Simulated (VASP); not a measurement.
## SnSe2: exact exchange and RPA correlation

Wanted: where the RPA puts the energy minimum of SnSe2. The scan starts from a database cell, scaled to the smallest volume of the series. The cell is of the CdI2 type, one of the forms listed for this formula. Left out of this account: 1 further run (self-consistent run: the chain at volume ratio 1.02 didn't finish). The start is a cell from a database of measured crystal structures.

Calculated with VASP 6.6.1; LDA; plane waves and PAW (Sn_d_GW, Se_GW), in the first sound run; inputs show where later runs differ.

**1. The structure**

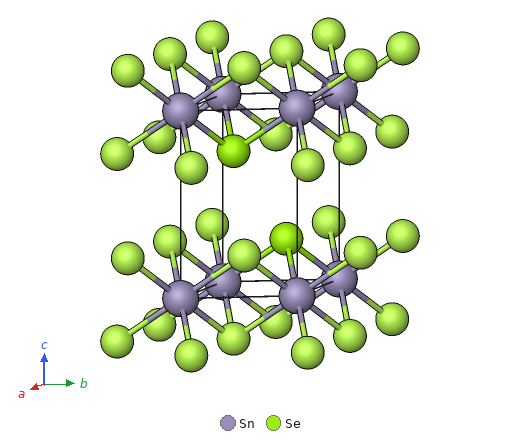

The starting structure, seen slightly off an axis (tin purple, selenium green). Some periodic images of atoms are drawn too.

Structure file:

```cif
data_structure
_symmetry_space_group_name_H-M 'P-3m1'
_symmetry_Int_Tables_number 164
_cell_length_a 3.7065
_cell_length_b 3.7065
_cell_length_c 5.9678
_cell_angle_alpha 90.000
_cell_angle_beta 90.000
_cell_angle_gamma 120.000
_cell_volume 71.00
loop_
_atom_site_label
_atom_site_type_symbol
_atom_site_symmetry_multiplicity
_atom_site_Wyckoff_symbol
_atom_site_fract_x
_atom_site_fract_y
_atom_site_fract_z
_atom_site_occupancy
Sn1 Sn 1 a 0.00000 0.00000 0.00000 1
Se1 Se 2 d 0.66667 0.33333 0.75100 1
```

**2. Orbitals, volume ratio 0.92**

RPA gives no stress here, so the energy is scanned over volumes, at one cutoff and mesh. Volumes are given as ratios to a reference cell, and this first cell is that cell scaled to 0.92. Each point starts from LDA orbitals, tightly converged.

File INCAR:

```
SYSTEM = SnSe2
PREC = Accurate
ENCUT = 300
EDIFF = 1E-08
NELM = 100
ISMEAR = 0
SIGMA = 0.05
LREAL = .FALSE.
ALGO = Normal
GGA = CA
NBANDS = 19
LORBIT = 11
LWAVE = .TRUE.
LCHARG = .FALSE.
KPAR = 4
```

File POSCAR:

```
SnSe2
1.0
    3.7065360167      0.0000000000      0.0000000000
   -1.8532680084      3.2099543505      0.0000000000
    0.0000000000      0.0000000000      5.9678050377
Sn Se
1 2
Direct
    0.0000000000      0.0000000000      0.0000000000
    0.6666666667      0.3333333333      0.7510000000
    0.3333333333      0.6666666667      0.2490000000
```

File KPOINTS:

```
Automatic mesh
0
Gamma
4 4 3
0 0 0
```

PAW data sets: Sn_d_GW and Se_GW (LDA family, release 64).

Launch:

```bash
$ mpirun -np 4 vasp_std
```

What it wrote:

```text
[banner, memory and clock lines left out]
running    4 mpi-ranks, on    1 nodes
 distrk:  each k-point on    1 cores,    4 groups
 distr:  one band on    1 cores,    1 groups

 POSCAR found type information on POSCAR SnSe
 POSCAR found :  2 types and       3 ions
 LDA part: xc-table for (Slater(with rela. corr.)+CA(PZ))
 , standard interpolation
 POSCAR, INCAR and KPOINTS ok, starting setup
 FFT: planning ... GRIDC
 FFT: planning ... GRID_SOFT
 FFT: planning ... GRID
 WAVECAR not read
 entering main loop
       N       E                     dE             d eps       ncg     rms          rms(c)
DAV:   1     0.134006626472E+03    0.13401E+03   -0.83906E+03   508   0.384E+03
DAV:   2    -0.293037333746E+01   -0.13694E+03   -0.13285E+03   572   0.637E+02
DAV:   3    -0.135895029527E+02   -0.10659E+02   -0.10614E+02   534   0.904E+01
DAV:   4    -0.137964532483E+02   -0.20695E+00   -0.20625E+00   492   0.114E+01
DAV:   5    -0.138138053316E+02   -0.17352E-01   -0.17349E-01   620   0.387E+00    0.966E+00
DAV:   6    -0.134930397052E+02    0.32077E+00   -0.50500E-01   564   0.232E+01    0.589E+00
DAV:   7    -0.134396957441E+02    0.53344E-01   -0.23831E-01   516   0.665E+00    0.137E+00
DAV:   8    -0.134355647250E+02    0.41310E-02   -0.21754E-02   492   0.420E+00    0.129E-01
DAV:   9    -0.134351677123E+02    0.39701E-03   -0.37682E-03   468   0.119E+00    0.251E-02
DAV:  10    -0.134351868986E+02   -0.19186E-04   -0.19989E-04   468   0.122E-01    0.127E-02
DAV:  11    -0.134351875889E+02   -0.69030E-06   -0.13314E-05   512   0.588E-02    0.657E-03
DAV:  12    -0.134351877049E+02   -0.11600E-06   -0.11584E-06   484   0.207E-02    0.105E-03
DAV:  13    -0.134351876948E+02    0.10133E-07   -0.10246E-07   558   0.574E-03    0.671E-04
DAV:  14    -0.134351876969E+02   -0.21114E-08   -0.13905E-08   372   0.720E-04
   1 F= -.13435188E+02 E0= -.13435188E+02  d E =-.134842E-18
 writing wavefunctions
```

The job ended after 3.4 s (4 MPI ranks of Intel Xeon 6975P-C (Granite Rapids), shared host; peak memory 0.52 GiB; 10 s of CPU time).

The logs omit lines about the potential files and the build; timing stands in the text.

OUTCAR, selected parts (step 2):

```text
ion  position               nearest neighbor table
   1  0.000  0.000  0.000-   2 2.61   3 2.61   2 2.61   3 2.61   2 2.61   3 2.61
   2  0.667  0.333  0.751-   1 2.61   1 2.61   1 2.61
   3  0.333  0.667  0.249-   1 2.61   1 2.61   1 2.61

  LATTYP: Found a hexagonal cell.
 ALAT       =     3.7065360167
 C/A-ratio  =     1.6100760955

 Subroutine GETGRP returns: Found 12 space group operations
 (whereof 12 operations were pure point group operations)

The static configuration has the point symmetry D_3d.

 Found      9 irreducible k-points:

   k-points           NKPTS =      9   k-points in BZ     NKDIM =      9   number of bands    NBANDS=     19

   dimension x,y,z NGX =    24 NGY =   24 NGZ =   36
   dimension x,y,z NGXF=    48 NGYF=   48 NGZF=   72

   ENCUT  =  300.0 eV  22.05 Ry    4.70 a.u.   5.23  5.23  8.43*2*pi/ulx,y,z

   NELECT =      26.0000    total number of electrons

 k-points in reciprocal lattice and weights: Automatic mesh
   0.00000000  0.00000000  0.00000000       0.021
   0.25000000 -0.00000000  0.00000000       0.125
   0.50000000 -0.00000000  0.00000000       0.062
   0.25000000  0.25000000  0.00000000       0.125
   0.00000000  0.00000000  0.33333333       0.042
   0.25000000 -0.00000000  0.33333333       0.125
   0.00000000  0.25000000  0.33333333       0.125
   0.50000000 -0.00000000  0.33333333       0.125
   0.25000000  0.25000000  0.33333333       0.250

 average (electrostatic) potential at core
       1 -76.8176       2 -59.4907       3 -59.4907

 E-fermi :   4.5076

 k-point     1 :       0.0000    0.0000    0.0000
  band No.  band energies     occupation
    ...
      9       3.3735      2.00000
     10       3.3735      2.00000
     11       3.7560      2.00000
     12       3.7560      2.00000
     13       4.2076      2.00000
     14       5.4779      0.00000
     15       6.9931      0.00000
     16       8.8517      0.00000
     17       8.8517      0.00000
     18      12.3010      0.00000
    ...

 k-point     2 :       0.2500   -0.0000    0.0000
  band No.  band energies     occupation
    ...
      9       0.0898      2.00000
     10       1.5353      2.00000
     11       1.9134      2.00000
     12       3.9372      2.00000
     13       4.0464      2.00000
     14       6.2524      0.00000
     15       8.1986      0.00000
     16       9.7314      0.00000
     17      10.0203      0.00000
     18      10.7916      0.00000
    ...

 k-point     3 :       0.5000   -0.0000    0.0000
  band No.  band energies     occupation
    ...
      9      -0.8308      2.00000
     10       0.8939      2.00000
     11       1.1398      2.00000
     12       2.7394      2.00000
     13       3.8537      2.00000
     14       5.3186      0.00000
     15       7.8696      0.00000
     16       9.4332      0.00000
     17       9.7367      0.00000
     18      11.7997      0.00000
    ...

  Total        3.8093862      3.8093862      3.6981689     -0.0000000     -0.0000000     -0.0000000
  in kB       85.9575198     85.9575198     83.4479386     -0.0000000     -0.0000000     -0.0000000
  external PRESSURE =      85.1209927 kB  Pullay stress =       0.0000000 kB

  energy-cutoff  :      300.00
  volume of cell :       71.00
      direct lattice vectors                 reciprocal lattice vectors
     3.706536017  0.000000000  0.000000000     0.269793682  0.155765455  0.000000000
    -1.853268008  3.209954350  0.000000000     0.000000000  0.311530910  0.000000000
     0.000000000  0.000000000  5.967805038     0.000000000  0.000000000  0.167565796

 POSITION                                       TOTAL-FORCE (eV/Angst)
 -----------------------------------------------------------------------------------
      0.00000      0.00000      0.00000        -0.000000      0.000000      0.000000
      1.85327      1.06998      4.48182         0.000000      0.000000     -1.305526
     -0.00000      2.13997      1.48598         0.000000      0.000000      1.305526
 -----------------------------------------------------------------------------------
    total drift:                                0.000000      0.000000      0.000000

  FREE ENERGIE OF THE ION-ELECTRON SYSTEM (eV)
  ---------------------------------------------------
  free  energy   TOTEN  =       -13.4351876969 eV

  energy  without entropy=      -13.4351876969  energy(sigma->0) =      -13.43518770

 total charge
# of ion       s       p       d       f       tot
--------------------------------------------------
    1        0.989   1.106  10.256   0.052  12.403
    2        1.474   2.343   0.036   0.000   3.853
    3        1.474   2.343   0.036   0.000   3.853
--------------------------------------------------
tot          3.937   5.793  10.328   0.052  20.110

[... 3 further parts left out ...]
```

The gap is read on the k-mesh alone, so it is an upper bound where the band edges lie off the mesh.

A gap read on the k-mesh alone can miss the band edges.

This step gave:

```yaml
free_energy_toten: -13.44 eV
fermi_energy: 4.508 eV
pressure: 8.512 GPa
gap_on_the_k_mesh: 0.6896 eV
least_direct_gap_on_the_k_mesh: 1.270 eV
```

**3. Exact exchange, volume ratio 0.92**

This step: Hartree-Fock energy on LDA orbitals; plane waves and PAW (Sn_d_GW, Se_GW) (VASP 6.6.1).

The Hartree-Fock energy is evaluated once on these orbitals (ALGO = Eigenval, NELM = 1), without letting them relax. It uses the mesh of the correlation step, and the total energy is their sum.

File INCAR:

```
SYSTEM = SnSe2
PREC = Accurate
ENCUT = 300
ISMEAR = 0
SIGMA = 0.05
LREAL = .FALSE.
GGA = CA
NBANDS = 19
ALGO = Eigenval
NELM = 1
LHFCALC = .TRUE.
AEXX = 1
ALDAC = 0
AGGAC = 0
PRECFOCK = Normal
LWAVE = .FALSE.
LCHARG = .FALSE.
```

POSCAR is that of step 2.

KPOINTS is that of step 2.

The WAVECAR or CHGCAR of an earlier step is read.

Launch:

```bash
$ mpirun -np 4 vasp_std
```

What it wrote:

```text
[banner, memory and clock lines left out]
running    4 mpi-ranks, on    1 nodes
 distrk:  each k-point on    4 cores,    1 groups
 distr:  one band on    1 cores,    4 groups

 POSCAR found type information on POSCAR SnSe
 POSCAR found :  2 types and       3 ions
 LDA part: xc-table for (Slater(with rela. corr.)+CA(PZ))
 , standard interpolation
|                                                                             |
|           W    W    AA    RRRRR   N    N  II  N    N   GGGG   !!!           |
|           W    W   A  A   R    R  NN   N  II  NN   N  G    G  !!!           |
|           W    W  A    A  R    R  N N  N  II  N N  N  G       !!!           |
|           W WW W  AAAAAA  RRRRR   N  N N  II  N  N N  G  GGG   !            |
|           WW  WW  A    A  R   R   N   NN  II  N   NN  G    G                |
|           W    W  A    A  R    R  N    N  II  N    N   GGGG   !!!           |
|                                                                             |
|     The number of bands has been changed from the values supplied in        |
|     The orbitals not found in the WAVECAR file will be initialized with     |
|     random numbers, which is usually adequate. For correlated               |
|     calculations, however, you should redo the groundstate calculation.     |
|     I found NBANDS = 19. Now, NBANDS = 20.                                  |
|                                                                             |

 found WAVECAR, reading the header
  number of bands has changed, file:    19 present:    20
  trying to continue reading WAVECAR, but it might fail
 POSCAR, INCAR and KPOINTS ok, starting setup
 FFT: planning ... GRIDC
 FFT: planning ... GRID_SOFT
 FFT: planning ... GRID
 reading WAVECAR
 random initialization beyond band           19
 the WAVECAR file was read successfully
 initial charge from wavefunction
 entering main loop
       N       E                     dE             d eps       ncg     rms          rms(c)
EIG:   1    -0.238910413452E+02   -0.23891E+02    0.00000E+00     0   0.000E+00
   1 F= -.23891041E+02 E0= -.23891041E+02  d E =-.162178E-16
```

Elapsed: 21 s, on 4 MPI ranks; peak memory 0.45 GiB.

OUTCAR, selected parts (step 3):

```text
The static configuration has the point symmetry D_3d.

 Found      9 irreducible k-points:

   k-points           NKPTS =      9   k-points in BZ     NKDIM =     48   number of bands    NBANDS=     20

   NELECT =      26.0000    total number of electrons

  exchange ACFDT corr.  =        -0.00000000  see jH, gK, PRB 81, 115126

 E-fermi :   4.4870

 k-point     1 :       0.0000    0.0000    0.0000
  band No.  band energies     occupation
    ...
      9       1.1818      2.00000
     10       1.1818      2.00000
     11       1.7461      2.00000
     12       1.7461      2.00000
     13       2.1586      2.00000
     14       9.7988      0.00000
     15      11.7585      0.00000
     16      14.0765      0.00000
     17      14.0765      0.00000
     18      17.6558      0.00000
    ...

 k-point     2 :       0.2500   -0.0000    0.0000
  band No.  band energies     occupation
    ...
      9      -3.2457      2.00000
     10      -1.1127      2.00000
     11      -0.7184      2.00000
     12       1.8534      2.00000
     13       2.1246      2.00000
     14      10.5889      0.00000
     15      13.1555      0.00000
     16      15.1206      0.00000
     17      15.1750      0.00000
     18      16.1553      0.00000
    ...

 POSITION                                       TOTAL-FORCE (eV/Angst)
 -----------------------------------------------------------------------------------
      0.00000      0.00000      0.00000        -0.000000      0.000000      0.000000
      1.85327      1.06998      4.48182         0.000000      0.000000     -0.528884
     -0.00000      2.13997      1.48598        -0.000000      0.000000      0.528884
 -----------------------------------------------------------------------------------
    total drift:                               -0.000000     -0.000000      0.000000

  FREE ENERGIE OF THE ION-ELECTRON SYSTEM (eV)
  ---------------------------------------------------
  free  energy   TOTEN  =       -23.8910413452 eV

  energy  without entropy=      -23.8910413452  energy(sigma->0) =      -23.89104135

[... 7 parts as in an earlier step ...]

[... 5 further parts left out ...]
```

The k-mesh is coarse for unscreened exact exchange, which converges slowly with it.

Numbers from this step:

```yaml
free_energy_toten: -23.89 eV
```

The Hartree-Fock energy on these orbitals is -7.9637 eV an atom.

**4. Empty bands, volume ratio 0.92**

This step: LDA; plane waves and PAW (Sn_d_GW, Se_GW) (VASP 6.6.1).

The next step needs empty bands that the ground-state run didn't converge, so the Hamiltonian is diagonalised exactly for NBANDS bands, in a single step. LOPTICS writes the k-derivatives of the orbitals (WAVEDER), which give the long-wavelength limit of the screening.

File INCAR:

```
SYSTEM = SnSe2
PREC = Accurate
ENCUT = 300
ISMEAR = 0
SIGMA = 0.05
LREAL = .FALSE.
GGA = CA
NBANDS = 852
ALGO = Exact
NELM = 1
LWAVE = .TRUE.
LCHARG = .FALSE.
LOPTICS = .TRUE.
NEDOS = 1000
CSHIFT = 0.1
```

POSCAR is that of step 3.

KPOINTS is that of step 3.

Launch:

```bash
$ mpirun -np 4 vasp_std
```

What it wrote:

```text
[banner, memory and clock lines left out]
running    4 mpi-ranks, on    1 nodes
 distrk:  each k-point on    4 cores,    1 groups
 distr:  one band on    1 cores,    4 groups

 POSCAR found type information on POSCAR SnSe
 POSCAR found :  2 types and       3 ions
 LDA part: xc-table for (Slater(with rela. corr.)+CA(PZ))
 , standard interpolation
 found WAVECAR, reading the header
  number of bands has changed, file:    19 present:   852
  trying to continue reading WAVECAR, but it might fail
 POSCAR, INCAR and KPOINTS ok, starting setup
 FFT: planning ... GRIDC
 FFT: planning ... GRID_SOFT
 FFT: planning ... GRID
 reading WAVECAR
 random initialization beyond band           19
 the WAVECAR file was read successfully
 initial charge from wavefunction
 entering main loop
       N       E                     dE             d eps       ncg     rms          rms(c)
DIA:   1    -0.134351876978E+02   -0.13435E+02    0.00000E+00     0   0.000E+00
   1 F= -.13435188E+02 E0= -.13435188E+02  d E =-.449624E-12
 writing wavefunctions
 optical routines
 imaginary and real dielectric function
 recalculating local potential from charge density
 direction            1
 direction            2
 direction            3
```

Wall time 8.4 s (4 MPI ranks); peak memory 0.67 GiB.

Parts of OUTCAR (step 4):

```text
The static configuration has the point symmetry D_3d.

 Found      9 irreducible k-points:

   k-points           NKPTS =      9   k-points in BZ     NKDIM =      9   number of bands    NBANDS=    852

   NELECT =      26.0000    total number of electrons

 E-fermi :   4.4367

 k-point     1 :       0.0000    0.0000    0.0000
  band No.  band energies     occupation
    ...
      9       3.3735      2.00000
     10       3.3735      2.00000
     11       3.7560      2.00000
     12       3.7560      2.00000
     13       4.2076      2.00000
     14       5.4780      0.00000
     15       6.9931      0.00000
     16       8.8517      0.00000
     17       8.8517      0.00000
     18      12.3010      0.00000
    ...

 k-point     2 :       0.2500   -0.0000    0.0000
  band No.  band energies     occupation
    ...
      9       0.0898      2.00000
     10       1.5354      2.00000
     11       1.9134      2.00000
     12       3.9372      2.00000
     13       4.0464      2.00000
     14       6.2524      0.00000
     15       8.1986      0.00000
     16       9.7315      0.00000
     17      10.0204      0.00000
     18      10.7916      0.00000
    ...

  Total        3.8101973      3.8101973      3.6980676     -0.0000000      0.0000000     -0.0000000
  in kB       85.9758235     85.9758235     83.4456544     -0.0000000      0.0000000     -0.0000000
  external PRESSURE =      85.1324338 kB  Pullay stress =       0.0000000 kB

 POSITION                                       TOTAL-FORCE (eV/Angst)
 -----------------------------------------------------------------------------------
      0.00000      0.00000      0.00000        -0.000000      0.000000      0.000000
      1.85327      1.06998      4.48182         0.000000      0.000000     -1.305529
     -0.00000      2.13997      1.48598        -0.000000     -0.000000      1.305529
 -----------------------------------------------------------------------------------
    total drift:                                0.000000      0.000000      0.000000

  FREE ENERGIE OF THE ION-ELECTRON SYSTEM (eV)
  ---------------------------------------------------
  free  energy   TOTEN  =       -13.4351876978 eV

  energy  without entropy=      -13.4351876978  energy(sigma->0) =      -13.43518770

 plasma frequency squared (from intraband transitions) (eV^2)
  --------------------------------------------------------------------------------------
       0.000      -0.000      -0.000
      -0.000       0.000       0.000
      -0.000       0.000       0.000

[... 8 parts as in an earlier step ...]

[... 4 further parts left out ...]
```

WAVECAR now holds 852 bands for 26 electrons. Its independent-particle dielectric tensor has xx, yy, zz = 17.6, 17.6, 18.6 on this mesh, which isn't tested for convergence in mesh or bands and lacks local fields.

(Continued in part 2 of 4.)

[Lines on the potential files, build, host, timing and source positions are cut from VASP's logs without a mark.]

[Logs are printed without paths, hosts, clocks, repeated set-up lines and the standing remarks that a program may print on its own settings, such as how far it seeks lower states.]

[Hosts, paths, dates, database ids (printed as entryN), source tags and the programs' standing remarks are cut or masked in the printed files.]

[Pressures printed for these runs are not shown converged in the cutoff: they can be off by several GPa and have the wrong sign.]
